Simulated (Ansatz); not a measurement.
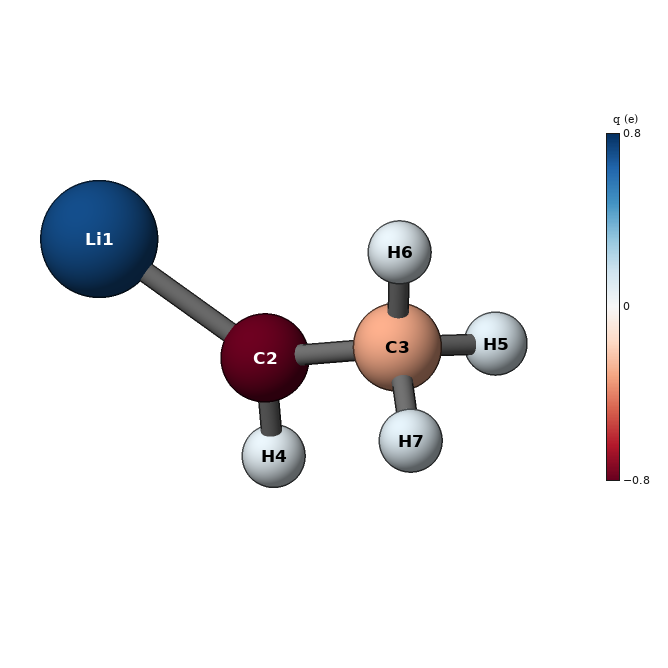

Atoms are coloured by their Mulliken charges. The species is neutral and a spin doublet. The computed structure is the end point of a PBE0-D4/def2-TZVP optimisation. No frequency run is at hand to confirm it as a minimum. Method: UKS PBE0-D4/def2-TZVP (Ansatz 0.2.0).

Q: Which atom carries the highest charge (most positive or least negative)?

A: Li1 (0.72 e).

Q: And the lowest?

A: C2 (−0.79 e).

List the Mulliken charges.

```json
{"atom": "Li1", "value (e)": "0.72"}
{"atom": "C2", "value (e)": "−0.79"}
{"atom": "C3", "value (e)": "−0.31"}
{"atom": "H4", "value (e)": "0.09"}
{"atom": "H5", "value (e)": "0.10"}
{"atom": "H6", "value (e)": "0.08"}
{"atom": "H7", "value (e)": "0.10"}
```

Mulliken values depend strongly on the basis set and can even reverse the polarity of a bond.
